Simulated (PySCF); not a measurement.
# InF: changing the method

Starting from one script, swap the method and compare what comes out for InF.

The runs use PySCF 2.14.0; method and basis as typed in the scripts.

2 further runs of the same task are left out: 2 that didn't finish.

## (1) The starting structure

InF: 2 atoms, charge 0, spin multiplicity 1.

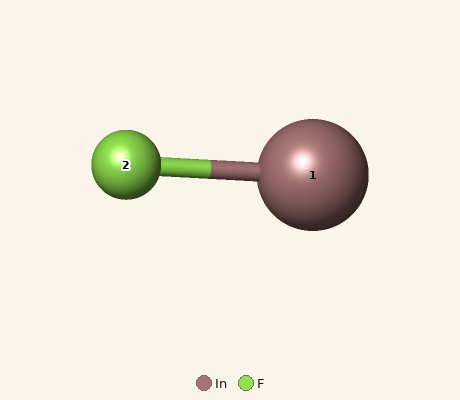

The starting geometry (indium brown, fluorine green); atoms are numbered from 1 in the order of the file.

## (2) The run that the others are compared with

Contents of input.py:

```python
from pyscf import gto, scf, mp

mol = gto.M(
    atom='In 0 0 0; F 0 0 2.005',
    basis='crenbl',
    ecp={'In': 'crenbl', 'F': 'crenbl'},
    charge=0,
    spin=0,
    verbose=4,
)
mf = scf.RHF(mol)
mf.kernel()
mp.MP2(mf).kernel()
mf.dip_moment()
print('orbital energies (hartree):', mf.mo_energy[..., max(0, mol.nelec[1]-3):mol.nelec[0]+3].round(4))
```

Command:

```sh
OMP_NUM_THREADS=1 python input.py
```

The log of this run is left out.

In short: E(SCF) = -80.611983 Eh, 9 cycles, E(MP2) − E(SCF) = -0.35159 Eh, μ = 3.55 D (of the SCF density).

The bond length is a typed value, not an optimised one.

## (3) CASSCF

Run 1 changes step after the SCF: mp2 → casscf; active space: none → 4 electrons in 4 orbitals.

Contents of input.py:

```python
from pyscf import gto, scf, mcscf

mol = gto.M(
    atom='In 0 0 0; F 0 0 2.005',
    basis='crenbl',
    ecp={'In': 'crenbl', 'F': 'crenbl'},
    charge=0,
    spin=0,
    verbose=4,
)
mf = scf.RHF(mol)
mf.kernel()
mc = mcscf.CASSCF(mf, 4, 4)
mc.kernel()
mc.analyze()
mf.dip_moment()
print('orbital energies (hartree):', mf.mo_energy[..., max(0, mol.nelec[1]-3):mol.nelec[0]+3].round(4))
```

Command:

```sh
OMP_NUM_THREADS=1 python input.py
```

## (4) TDHF

Run 2 changes step after the SCF: mp2 → tddft; number of roots: none → 4.

input.py: that of step 2 with these lines changed.

```diff
@@ -1,2 +1,2 @@
-from pyscf import gto, scf, mp
+from pyscf import gto, scf, tdscf
 
@@ -12,3 +12,6 @@
 mf.kernel()
-mp.MP2(mf).kernel()
+td = tdscf.TDHF(mf)
+td.nstates = 4
+td.kernel()
+td.analyze(verbose=3)
 mf.dip_moment()
```

## (5) Olyp (RKS)

Run 3 changes functional: none (Hartree–Fock) → olyp; SCF type: RHF → RKS; step after the SCF: mp2 → analyze.

input.py: that of step 2 with these lines changed.

```diff
@@ -1,2 +1,2 @@
-from pyscf import gto, scf, mp
+from pyscf import gto, dft
 
@@ -10,5 +10,5 @@
 )
-mf = scf.RHF(mol)
+mf = dft.RKS(mol, xc='olyp')
 mf.kernel()
-mp.MP2(mf).kernel()
+mf.mulliken_pop()
 mf.dip_moment()
```

**Question.** What will these runs give? Wanted: for each run, E(SCF); from base; gap; SCF dipole; after the SCF.

**Answer**, as computed:

```csv
run,E(SCF) (hartree),from base (eV),cycles,gap (eV),SCF dipole (D),after the SCF
base,-80.611983,0,9,10.15,3.55,MP2 correlation -9.567 eV
CASSCF,-80.611983,0.0000,9,10.15,3.55,CASSCF correlation -0.774 eV
TDHF,-80.611983,0.0000,9,10.15,3.55,lowest root found 5.21 eV
olyp (RKS),-82.913919,not comparable,11,4.05,3.30,n/a
```

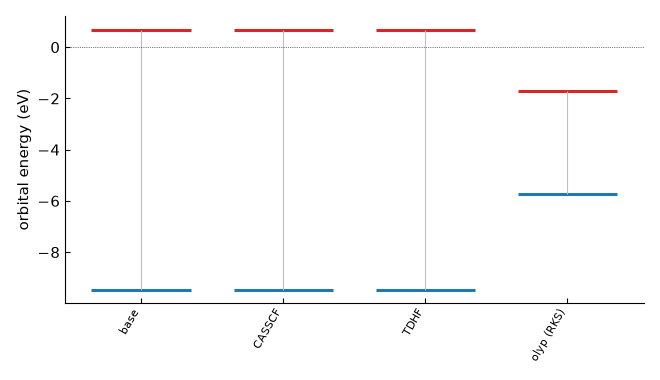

Frontier levels by run: filled blue, empty red.

Total energies of different functionals can't be compared with each other; differences within one functional can. The dearest run is “CASSCF”, at 7.8 s against 0.74 s.
